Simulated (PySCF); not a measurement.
**C$_{2}$H$_{6}$ClGa, SMILES `C[Ga](C)Cl`: what the electrons do**

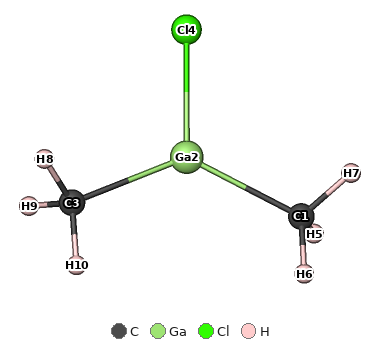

The molecule, with its atoms numbered as below. No frequency check shows the geometry to be a minimum.

Geometry (Å), atoms numbered from 1:

```
C1       1.1583    1.8538   -0.0027
Ga2      0.2940   -0.0001    0.0044
C3       1.1547   -1.8559   -0.0037
Cl4     -1.8115    0.0016   -0.0023
H5       1.1216    2.2740   -1.0115
H6       2.1989    1.8294    0.3228
H7       0.5920    2.5182    0.6556
H8       0.6984   -2.4683    0.7790
H9       0.9616   -2.3463   -0.9618
H10      2.2325   -1.8183    0.1574
```

### 1. Bonding charge

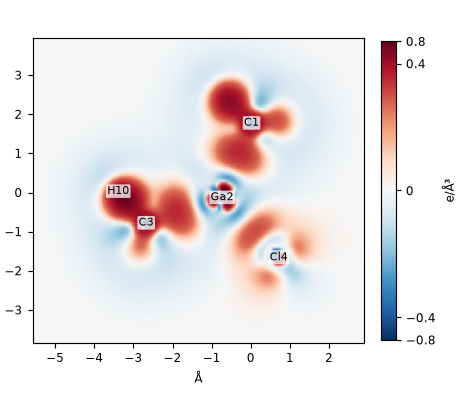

Deformation density (molecule less spherical, spin-averaged free atoms) in the plane of C1, Ga2, C3, Cl4 and H10; colour scale in e/Å³, logarithmic beyond ±0.1; red: gain, blue: loss.

Method: ωB97X/def2-TZVP; geometry: GFN2-xTB; program: PySCF.

Question: Describe the bonding that the map shows.

Answer: C3–H10: +0.70 e/Å³ at the bond critical point (bond length 1.09 Å, Mayer order 1.0). C1–Ga2: +0.18 e/Å³ at the bond critical point (bond length 2.04 Å, Mayer order 1.0). Ga2–C3: +0.18 e/Å³ at the bond critical point (bond length 2.05 Å, Mayer order 1.0). Ga2–Cl4: +0.07 e/Å³ at the bond critical point (bond length 2.11 Å, Mayer order 1.1). In all, 2.3 electrons gather in the regions of gain relative to the promolecule. A small or negative value marks a very polar bond, one between electron-rich atoms, whose free-atom densities already overlap strongly, a long bond to a heavier atom, or a closed-shell contact such as a hydrogen bond.

Question: Where do the Hirshfeld charges lie?

Answer: The highest Hirshfeld charge is on Ga2 (+0.52 e), the lowest on C1 (−0.26 e).

| atom | charge (e) |
| --- | --- |
| C1 | −0.26 |
| Ga2 | +0.52 |
| C3 | −0.26 |
| Cl4 | −0.23 |
| H5 | +0.04 |
| H6 | +0.04 |
| H7 | +0.04 |
| H8 | +0.04 |
| H9 | +0.04 |
| H10 | +0.04 |

### 2. Bond critical points

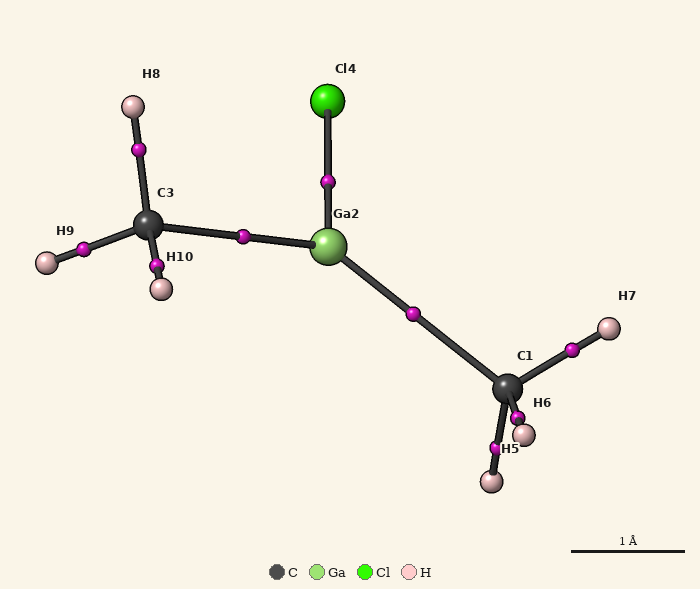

Molecular graph of the electron density (QTAIM): bond paths, bond critical points (magenta), ring points (cyan, if any); weak paths are dashed.

Question: How many critical points of each kind are there, and does the count close?

Answer: 10 nuclei, 9 bond, 0 ring and 0 cage critical points: 10 − 9 + 0 − 0 = 1, as the Poincaré–Hopf relation requires.

Question: Tabulate density, Laplacian, ellipticity and energy density at the bond critical points (atomic units).

Answer:
```csv
bond,length (Å),ρ (a.u.),∇²ρ (a.u.),ε,H (a.u.)
C3–H10,1.090,0.274,−0.92,0.02,−0.275
C1–H6,1.091,0.274,−0.92,0.02,−0.275
C1–H7,1.093,0.272,−0.91,0.02,−0.272
C3–H8,1.094,0.272,−0.90,0.02,−0.271
C3–H9,1.094,0.271,−0.90,0.02,−0.271
C1–H5,1.093,0.271,−0.90,0.02,−0.271
Ga2–Cl4,2.106,0.104,+0.32,0.01,−0.035
C1–Ga2,2.045,0.102,+0.13,0.01,−0.038
Ga2–C3,2.046,0.102,+0.13,0.01,−0.038
```

Question: What kind of interaction is C1–H5?

Answer: Shared-shell (covalent): ρ = 0.271, ∇²ρ = −0.90, H = −0.271 a.u.

### 3. Local ionisation energy

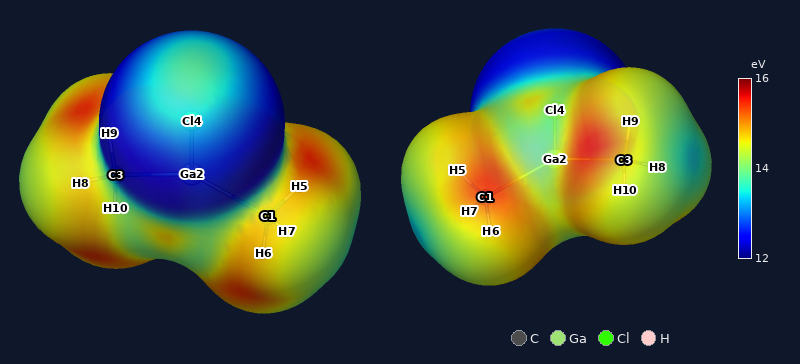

Average local ionisation energy on the surface of electron density 0.001 a.u. (back view left, front view right).

Question: Locate the minima of the map.

Answer: The lowest value is 12.2 eV, 2.1 Å from Cl4, and at like points elsewhere. Further minima include 13.3 eV, near H7 (1.78 Å) and H6 (1.97 Å), over C1 (2.0 Å), and at like points elsewhere; 13.9 eV, off the C1–Ga2 bond (2.1 to 2.2 Å from its atoms). For comparison, the highest occupied orbital lies at −10.0 eV.

### 4. In an electric field

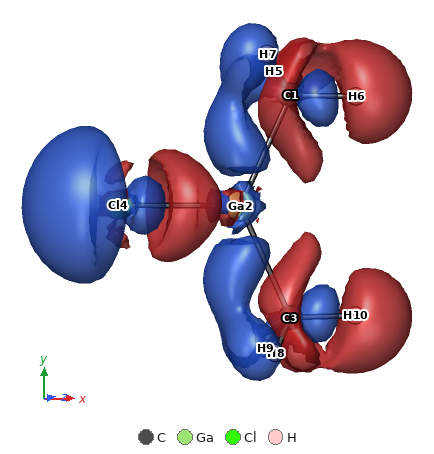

Change of the electron density in a uniform field of 0.21 V/Å, surfaces at ±0.0015 e/Å³ (blue: gain, red: loss).

Level of theory: ωB97X/def2-TZVP (PySCF), at a geometry from GFN2-xTB. A basis without diffuse functions makes polarisabilities too small.

Question: Along which Cartesian direction does the field point?

Answer: Along +x: electrons gather on the −x side, against the field.

Question: How large is the response?

Answer: The induced dipole is 0.71 D (along the field); α along this axis, from the fields in both directions, is 70 bohr³ (10.4 Å³).

Question: Which atoms gain and lose the most charge?

Answer: Electrons gather most on Cl4 (Hirshfeld charge changes by −0.022 e) and leave H10 most (+0.009 e); 0.060 electrons are displaced in all.

### 5. Removing or adding an electron

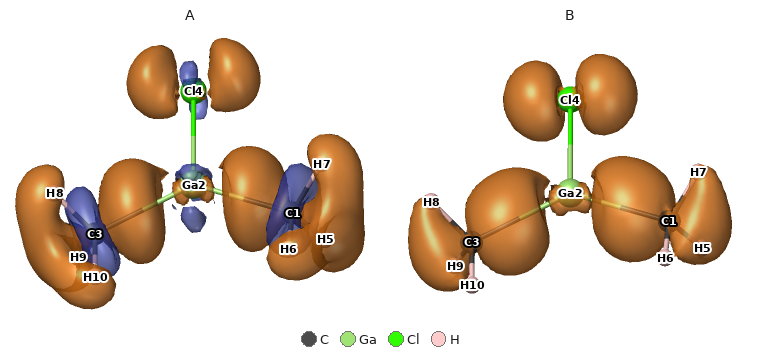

The Fukui function f⁻ from two separate SCF calculations and the density of the HOMO, at ±0.02 e/Å³ (orange positive, blue negative).

Level of theory: ωB97X/def2-TZVP (PySCF), at a geometry from GFN2-xTB.

Question: Which panel is which, and how good is the frozen-orbital picture?

Answer: A is f⁻ (it has negative regions), B the HOMO density. The HOMO lies on C1 and C3 (23 % each), Cl4 (20 %) and Ga2 (18 %); f⁻ (Hirshfeld-condensed) is largest on Cl4 (0.19), C1 (0.15) and C3 (0.15); the vertical ionisation energy is 9.88 eV (the stability of the cation's solution wasn't checked). Relaxation shifts 22 % of the electron between atoms. The orbital energy is −9.99 eV.

The PySCF runs shown took 63 s, 2.2 min and 2.3 min on 1 thread of AMD EPYC 7571 (shared host).
